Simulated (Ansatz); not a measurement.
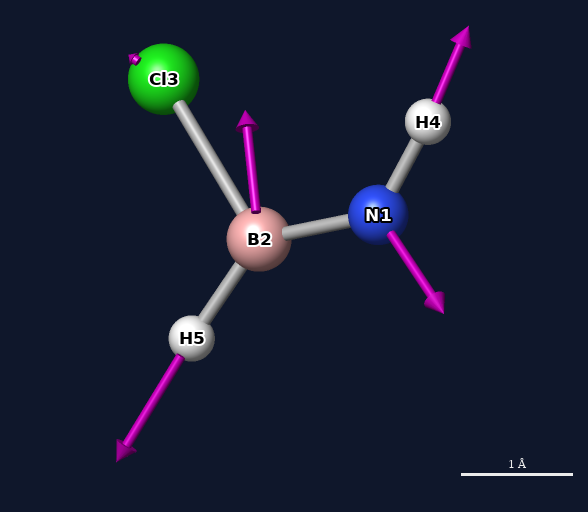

Arrows show the forces on the atoms, 0.4 Å of arrow for 1 eV/Å; forces under a tenth of the largest aren't drawn. State: charge −1, singlet. Level of theory: SPW92 (LDA)/def2-TZVPPD (Ansatz 0.2.0).

On which atom is the force largest, and how large is it?

Answer. On H5: 2.85 eV/Å.

Which bond do the forces act along most?

Answer. B2–H5, now 1.111 Å: the forces push its atoms apart, so a first step downhill lengthens it.

List the force components in the frame of the picture (x right, y up, z towards the viewer), in eV/Å.

```csv
atom,Fx,Fy,Fz
N1,1.20,−1.81,1.38
B2,−0.25,2.32,−0.95
Cl3,−0.23,0.16,−0.08
H4,0.74,1.74,0.11
H5,−1.47,−2.41,−0.46
```
